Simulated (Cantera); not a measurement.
A closed system holds: 1 mol Si(CH3)4, 460 mol H2, held at 1.28 Torr.

Equilibrium computed with Cantera from the NASA thermochemical tables; the gas is ideal and each condensed phase is pure. Candidate condensed phases: C, C6H6, C7H8, C8H18, Si, SiC; 87 gas species. Equilibrium is a limit: real reactors are often held back by kinetics, nucleation or transport.

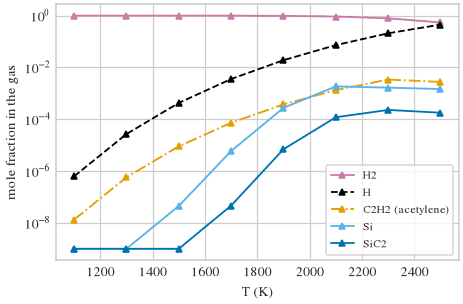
Equilibrium gas composition (values under 1e-9 drawn at 1e-9)

From 1100 K to 1900 K the condensed part is C(graphite) + SiC(s). From 2100 K to 2300 K the condensed part is C(graphite). At 2500 K nothing is condensed.
